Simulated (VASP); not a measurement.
Band structure of HgSe (relaxed from the NiAs type structure, space group P6_3/mmc). Method: PBEsol GGA, VASP's PBE PAW potentials (set 64) (plane waves; VASP).

Unless said otherwise, spin-orbit coupling is left out, though it shifts the bands of the heavy elements here.

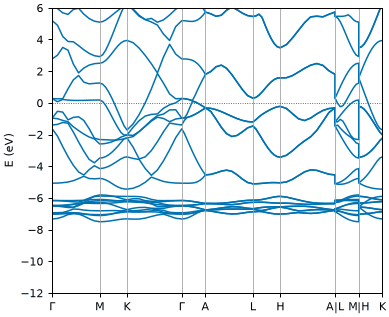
Fig. 1. Bands along high-symmetry lines, zero at the valence-band maximum or, without a gap, the Fermi level

Problem. Read the plot: is there a gap, and where are the band edges?

Solution. It has no gap at this level: it comes out as a metal or semimetal. (Edges off the drawn lines would not show.)

The structure was generated: HgSe was put into the NiAs type type (P6_3/mmc), which need not be its known phase. It was relaxed first, which changed the volume by +20 %.
